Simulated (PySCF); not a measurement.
# MoCl3: frequency calculation

- system: MoCl3, multiplicity 4
- method: UKS-based PBE0, Mo def2-SVP with ECP28, Cl def2-SVP; non-relativistic Hamiltonian with a scalar-relativistic core potential; density fitting (PySCF 2.14.0)

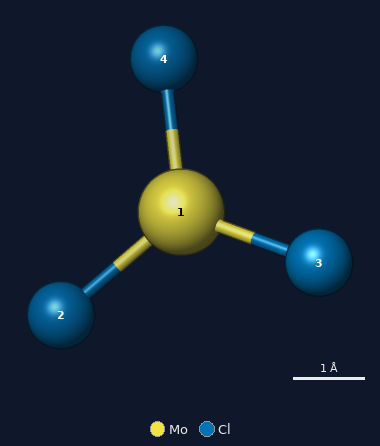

**Figure 1.** The input geometry (ball-and-stick view, seen at a tilt; atoms are numbered from 1 in the order of the input). Sticks mark near contacts.

Key numbers:

```json
{"quantity": "outcome", "value": "converged"}
{"quantity": "total energy", "value": "−1448.025324 hartree"}
{"quantity": "⟨S²⟩", "value": "3.771"}
{"quantity": "zero-point energy", "value": "0.003442 hartree"}
{"quantity": "dipole moment", "value": "0.00 D"}
{"quantity": "wavenumbers, lowest and highest", "value": "74 and 438 cm⁻¹"}
{"quantity": "hardware", "value": "2 threads of Intel Xeon (Granite Rapids), 64 GiB of memory available, shared host"}
{"quantity": "wall time", "value": "28 s (CPU time 52 s)"}
{"quantity": "peak memory", "value": "1 GiB"}
```

Input file:
```python
from pyscf import gto, scf, dft
mol = gto.M(atom='''
Mo     0.000000     0.000000     0.000000
Cl     2.254713    -0.000009     0.000000
Cl    -1.127349     1.952644     0.000000
Cl    -1.127365    -1.952634     0.000000''',
    basis={'Mo': 'def2-SVP', 'Cl': 'def2-SVP'},
    ecp={'Mo': 'def2-SVP'},
    charge=0, spin=3)
mf = dft.UKS(mol, xc='PBE0')
mf.grids.atom_grid = (75, 302)
aux = {'Mo': 'def2-universal-JKFIT', 'Cl': 'def2-universal-JKFIT'}
mf = mf.density_fit(auxbasis=aux)
mf.conv_tol = 1e-09
mf.diis_space = 10
mf.max_cycle = 60
mf.verbose = 4
mf.kernel()
```

The script is an equivalent of the set-up of the self-consistent field. The run itself was carried out by a driver, which started from the orbitals of the step before it where there was one and computed the further properties.

Launch command:
```bash
OMP_NUM_THREADS=2 python axn.py task.json out
```

The program's output:
```
init E= -1448.02532426988
  alpha nocc = 34  HOMO = -0.269760122918196  LUMO = -0.0921928608739635
  beta  nocc = 31  HOMO = -0.354944112218808  LUMO = -0.10210886048041
  HOMO = -0.269760122918  LUMO = -0.10210886048  gap/eV = 4.56202
cycle= 1 E= -1448.02532426986  delta_E= 2.39e-11  |g|= 7.48e-06  |ddm|= 1.22e-05
  alpha nocc = 34  HOMO = -0.2697568721235  LUMO = -0.0921893693567614
  beta  nocc = 31  HOMO = -0.35494444010869  LUMO = -0.102105104442363
  HOMO = -0.269756872123  LUMO = -0.102105104442  gap/eV = 4.56204
Extra cycle  E= -1448.0253242697  delta_E= 1.57e-10  |g|= 1.76e-05  |ddm|= 2.65e-05
converged SCF energy = -1448.0253242697  <S^2> = 3.7714881  2S+1 = 4.0107296
```

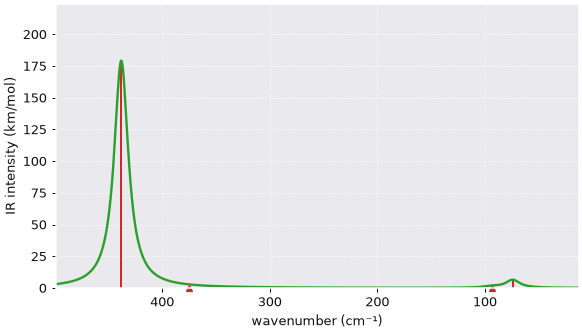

**Figure 2.** Harmonic infrared spectrum, unscaled: sticks (degenerate modes added up, dark ones marked on the axis) with a Lorentzian envelope of 16 cm⁻¹ full width, scaled to the tallest stick. 6 modes from 74 to 438 cm⁻¹, none imaginary. The strongest line is at 438 cm⁻¹ (179 km/mol). All modes, in cm⁻¹ (km/mol): 74 (6.3), 93 (0.5), 93 (0.5), 375 (0.0), 438 (90), 438 (90).

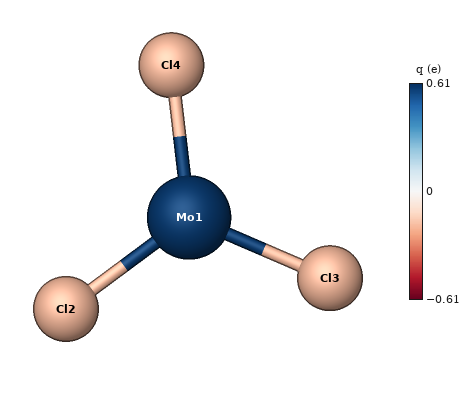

**Figure 3.** Mulliken charges, as the colour of each atom (ball-and-stick view, seen at a tilt; atoms are numbered from 1 in the order of the input). By element: Mo +0.58 and Cl −0.19 e.
